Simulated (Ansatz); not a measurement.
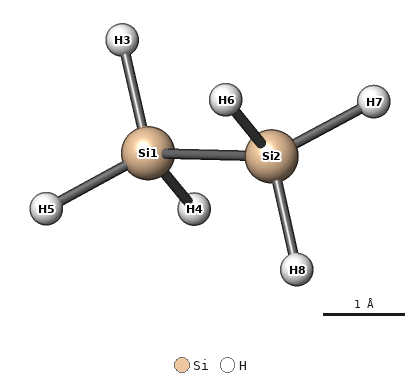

Figure 1. The starting structure (ball-and-stick view, seen at a tilt; atoms are numbered from 1 in the order of the input). Bond lengths as drawn: H–Si 1.49 Å and Si–Si 2.36 Å.

## Nudged elastic band, with input and output: Si₂H₆

- system: Si₂H₆, SMILES [SiH3][SiH3]
- method: RKS B3LYP/def2-SVP (Ansatz 0.2.0)

It belongs to a series of runs on one base structure; here: band between the two ends. Figures and captions count atoms from 1; the log counts them from 0 in places.

## The program's output
```
Engine: ansatz 0.2.0, x86_64-unknown-linux-gnu
Functional definition: B3LYP
  parameter a0 = 0.2
  parameter ax = 0.72
  parameter ac = 0.81
  exchange = (1 - a0 - ax)*slater_x + ax*b88_x + a0*exact_x
  correlation = (1 - ac)*vwn_rpa_c + ac*lyp_c
679 factors; integrals over basis functions are off by at most 1.8e-4 eV
mean field evaluation 1: about -15848.4127 eV, gradient 1.0e1 eV
mean field evaluation 2: about -15848.8170 eV, gradient 3.0e0 eV
mean field evaluation 4: about -15848.8548 eV, gradient 8.5e-2 eV
mean field evaluation 8: about -15848.8534 eV, gradient 4.9e-5 eV
mean field -15848.85344438 eV, -582.4346213424 hartree, gradient 4.9e-5 eV, S^2 0.000000; 0 other end points of the search recorded, 0 dependent functions left out
the calculation of the forces begins
reference -15848.85369319 eV, -582.4346304859 hartree; 17, 17 occupied and 49, 49 virtual orbitals, 679 factors
679 factors; integrals over basis functions are off by at most 4.1e-4 eV
mean field evaluation 16: about -15848.8499 eV, gradient 5.7e-4 eV
mean field -15848.84994500 eV, -582.4344927422 hartree, gradient 8.8e-5 eV, S^2 0.000000; 0 other end points of the search recorded, 0 dependent functions left out
[... from here on the field's lines of each further geometry are left out, up to the last ...]
NEB iter   1: max|band force component| = 1.110e0 eV/Å  barrier→ = 0.1083 eV  barrier← = 0.1048 eV  Δτ_max = 0.0923 Å  (167 SCF iters)
NEB iter   2: max|band force component| = 1.337e-1 eV/Å  barrier→ = 0.0549 eV  barrier← = 0.0514 eV  CI = image 4  Δτ_max = 0.0541 Å  (133 SCF iters)
the calculation of the forces begins
reference -15848.85274643 eV, -582.4345956929 hartree; 17, 17 occupied and 49, 49 virtual orbitals, 679 factors
679 factors; integrals over basis functions are off by at most 2.3e-4 eV
mean field -15848.81243001 eV, -582.4331140918 hartree, gradient 1.4e-5 eV, S^2 0.000000; 1 other end points of the search recorded, 0 dependent functions left out
the calculation of the forces begins
reference -15848.81267827 eV, -582.4331232154 hartree; 17, 17 occupied and 49, 49 virtual orbitals, 679 factors
NEB iter   3: max|band force component| = 3.875e-2 eV/Å  barrier→ = 0.0410 eV  barrier← = 0.0375 eV  CI = image 4  Δτ_max = 0.0000 Å  (271 SCF iters)
```

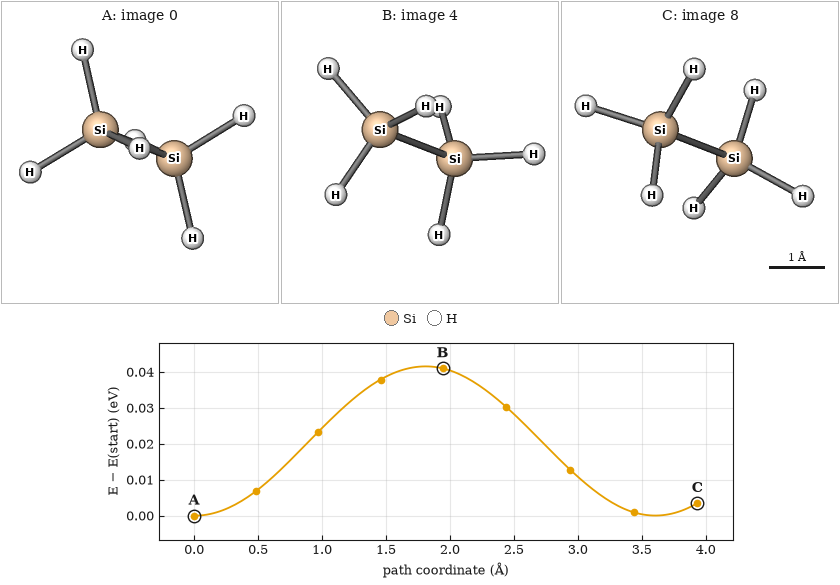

Figure 2. Images of the last band (counted from 0; ball-and-stick, seen at a tilt) above the energy along the path; the line is a cubic interpolation that uses the forces. The highest image is number 4, 0.041 eV above the start and 0.038 eV above the end (the climbing image); the end lies 0.003 eV above the start. The path is 3.93 Å long. The band converged in 3 iterations.

```
Total energy: -15848.81267827 eV, -582.4331232154 hartree
Atom 0 at    -0.346037     0.498595    -1.021394 Å, force     0.013440    -0.019055     0.038750 eV/Å
Atom 1 at     0.369139    -0.513077     1.007304 Å, force    -0.013701     0.019751    -0.038335 eV/Å
Atom 2 at     0.648959     0.260562    -2.109482 Å, force     0.005276    -0.011478     0.015191 eV/Å
Atom 3 at    -1.658913    -0.064207    -1.457548 Å, force     0.003369    -0.006641     0.018083 eV/Å
Atom 4 at    -0.504569     1.973515    -0.847832 Å, force     0.008869    -0.006810     0.015833 eV/Å
Atom 5 at     0.421334     0.494131     2.108869 Å, force    -0.008814     0.008257    -0.014919 eV/Å
Atom 6 at     1.731407    -1.104906     0.850537 Å, force    -0.003534     0.010659    -0.016230 eV/Å
Atom 7 at    -0.569221    -1.601613     1.413745 Å, force    -0.004905     0.005317    -0.018373 eV/Å
Dipole moment:     0.000040    -0.000121    -0.000071 e Å
this run last wrote the band of iteration 3 to [file]
```

## The last band as extended XYZ (Å, eV, eV/Å)
```
8
Properties=species:S:1:pos:R:3:forces:R:3 image=0 energy=-15848.85344
Si   -0.3427    0.4937   -1.0131   -0.0028  -0.0004   0.0050
Si    0.3659   -0.5086    0.9989    0.0025   0.0016  -0.0047
H     0.8349    0.9576   -1.8054    0.0034  -0.0014   0.0013
H    -1.1160   -0.4838   -1.8356   -0.0009  -0.0028  -0.0002
H    -1.2161    1.6698   -0.7240   -0.0018   0.0030   0.0001
H     1.1471    0.4674    1.8154    0.0011   0.0025   0.0013
H     1.2315   -1.6910    0.7119    0.0018  -0.0026  -0.0011
H    -0.8124   -0.9622    1.7962   -0.0033   0.0001  -0.0018
8
Properties=species:S:1:pos:R:3:forces:R:3 image=1 energy=-15848.84655
Si   -0.3440    0.4952   -1.0153    0.0058  -0.0086   0.0185
Si    0.3671   -0.5098    1.0012   -0.0059   0.0094  -0.0180
H     0.8276    0.7815   -1.8963    0.0024   0.0056   0.0125
H    -1.2784   -0.4108   -1.7480    0.0119  -0.0070   0.0027
H    -1.0517    1.7802   -0.7346   -0.0062  -0.0102   0.0068
H     0.9759    0.5116    1.9050    0.0066   0.0001  -0.0121
H     1.3856   -1.5670    0.7258   -0.0115  -0.0026  -0.0076
H    -0.7900   -1.1379    1.7065   -0.0031   0.0132  -0.0028
8
Properties=species:S:1:pos:R:3:forces:R:3 image=2 energy=-15848.83006
Si   -0.3452    0.4970   -1.0187    0.0106  -0.0154   0.0318
Si    0.3682   -0.5116    1.0046   -0.0108   0.0162  -0.0314
H     0.7921    0.6057   -1.9808    0.0085   0.0054   0.0191
H    -1.4253   -0.3133   -1.6571    0.0145  -0.0145   0.0069
H    -0.8763    1.8691   -0.7617   -0.0080  -0.0120   0.0155
H     0.7960    0.5291    1.9868    0.0083   0.0062  -0.0185
H     1.5222   -1.4268    0.7568   -0.0137  -0.0038  -0.0163
H    -0.7397   -1.3063    1.6143   -0.0094   0.0180  -0.0070
8
Properties=species:S:1:pos:R:3:forces:R:3 image=3 energy=-15848.81554
Si   -0.3459    0.4982   -1.0208    0.0119  -0.0170   0.0348
Si    0.3690   -0.5127    1.0067   -0.0121   0.0177  -0.0344
H     0.7322    0.4310   -2.0524    0.0084  -0.0013   0.0189
H    -1.5530   -0.1970   -1.5597    0.0107  -0.0129   0.0121
H    -0.6928    1.9340   -0.7997   -0.0018  -0.0104   0.0174
H     0.6100    0.5232    2.0553    0.0019   0.0082  -0.0184
H     1.6383   -1.2719    0.7987   -0.0102   0.0017  -0.0180
H    -0.6657   -1.4619    1.5161   -0.0088   0.0140  -0.0123
8
Properties=species:S:1:pos:R:3:forces:R:3 image=4 energy=-15848.81243
Si   -0.3460    0.4986   -1.0214    0.0134  -0.0191   0.0387
Si    0.3691   -0.5131    1.0073   -0.0137   0.0198  -0.0383
H     0.6490    0.2606   -2.1095    0.0053  -0.0115   0.0152
H    -1.6589   -0.0642   -1.4575    0.0034  -0.0066   0.0181
H    -0.5046    1.9735   -0.8478    0.0089  -0.0068   0.0158
H     0.4213    0.4941    2.1089   -0.0088   0.0083  -0.0149
H     1.7314   -1.1049    0.8505   -0.0035   0.0107  -0.0162
H    -0.5692   -1.6016    1.4137   -0.0049   0.0053  -0.0184
8
Properties=species:S:1:pos:R:3:forces:R:3 image=5 energy=-15848.82320
Si   -0.3454    0.4979   -1.0197    0.0126  -0.0180   0.0363
Si    0.3685   -0.5123    1.0056   -0.0129   0.0186  -0.0359
H     0.5416    0.0930   -2.1509   -0.0005  -0.0181   0.0111
H    -1.7427    0.0860   -1.3488   -0.0013   0.0015   0.0209
H    -0.3099    1.9865   -0.9056    0.0172  -0.0051   0.0110
H     0.2284    0.4414    2.1463   -0.0170   0.0047  -0.0110
H     1.8010   -0.9241    0.9119    0.0004   0.0180  -0.0112
H    -0.4495   -1.7253    1.3054    0.0015  -0.0015  -0.0212
8
Properties=species:S:1:pos:R:3:forces:R:3 image=6 energy=-15848.84061
Si   -0.3444    0.4966   -1.0169    0.0089  -0.0127   0.0253
Si    0.3675   -0.5110    1.0028   -0.0093   0.0131  -0.0250
H     0.4130   -0.0623   -2.1766   -0.0039  -0.0163   0.0117
H    -1.8001    0.2486   -1.2409    0.0014   0.0040   0.0199
H    -0.1188    1.9724   -0.9736    0.0168  -0.0079   0.0085
H     0.0411    0.3649    2.1678   -0.0163   0.0010  -0.0117
H     1.8436   -0.7385    0.9830   -0.0024   0.0185  -0.0087
H    -0.3099   -1.8277    1.1985    0.0047   0.0003  -0.0201
8
Properties=species:S:1:pos:R:3:forces:R:3 image=7 energy=-15848.85250
Si   -0.3434    0.4954   -1.0142    0.0058  -0.0085   0.0167
Si    0.3666   -0.5097    1.0002   -0.0063   0.0087  -0.0165
H     0.2658   -0.2019   -2.1862   -0.0020  -0.0044   0.0077
H    -1.8301    0.4204   -1.1364    0.0042   0.0008   0.0079
H     0.0648    1.9317   -1.0505    0.0051  -0.0064   0.0042
H    -0.1365    0.2662    2.1731   -0.0045  -0.0008  -0.0075
H     1.8583   -0.5524    1.0627   -0.0045   0.0068  -0.0044
H    -0.1535   -1.9066    1.0956    0.0022   0.0038  -0.0081
8
Properties=species:S:1:pos:R:3:forces:R:3 image=8 energy=-15848.84994
Si   -0.3427    0.4949   -1.0128   -0.0009   0.0024  -0.0029
Si    0.3661   -0.5093    0.9987    0.0022  -0.0004   0.0029
H     0.1013   -0.3203   -2.1829    0.0044   0.0081   0.0015
H    -1.8323    0.6004   -1.0413    0.0045  -0.0084  -0.0053
H     0.2349    1.8665   -1.1393   -0.0081  -0.0025   0.0037
H    -0.2994    0.1447    2.1649    0.0092   0.0012  -0.0008
H     1.8453   -0.3719    1.1540   -0.0046  -0.0075  -0.0039
H     0.0189   -1.9620    1.0029   -0.0067   0.0071   0.0049
```

This output came from the following input.

## Input file
```yaml
crystal:
  periodic: [false, false, false]
  atoms:
    - { symbol: Si, position_ang: [-0.342743, 0.493687, -1.013144] }
    - { symbol: Si, position_ang: [0.365856, -0.508609, 0.998854] }
    - { symbol: H, position_ang: [0.834913, 0.957557, -1.80542] }
    - { symbol: H, position_ang: [-1.115995, -0.48375, -1.835561] }
    - { symbol: H, position_ang: [-1.216094, 1.669822, -0.724014] }
    - { symbol: H, position_ang: [1.14707, 0.467419, 1.815392] }
    - { symbol: H, position_ang: [1.231459, -1.690952, 0.711863] }
    - { symbol: H, position_ang: [-0.812367, -0.962174, 1.796229] }
basis:
  gaussian: { orbitals: def2-SVP }
hamiltonian:
  xc: b3lyp
neb:
  order_check: false
  images: 7
  f_tol: 0.05
  max_iterations: 60
  initial_path: idpp
  final_atoms:
    - { symbol: Si, position_ang: [-0.34278273, 0.4943514, -1.01298022] }
    - { symbol: Si, position_ang: [0.36616901, -0.50877995, 0.99887886] }
    - { symbol: H, position_ang: [0.10125935, -0.32128989, -2.18271093] }
    - { symbol: H, position_ang: [-1.83239764, 0.59973669, -1.04155698] }
    - { symbol: H, position_ang: [0.23473217, 1.86594541, -1.14021402] }
    - { symbol: H, position_ang: [-0.29931803, 0.14571152, 2.16485866] }
    - { symbol: H, position_ang: [1.84532419, -0.37117021, 1.15413798] }
    - { symbol: H, position_ang: [0.01911268, -1.96150496, 1.00378564] }
```

Run as:
```bash
ansatz run input.yaml --threads 1 --pin off --max-ram 2048MiB --backend cpu --events-out ev --progress --plain --runs-dir out
```

## Results in brief

```csv
quantity,value
outcome,converged
"barrier, forward",0.041 eV
"barrier, backward",0.037 eV
hardware,"1 thread of Intel Xeon (Granite Rapids), 128 GiB of memory available, shared host"
wall time,24 s
peak memory,0.13 GiB
```

The order of the saddle point was not checked.
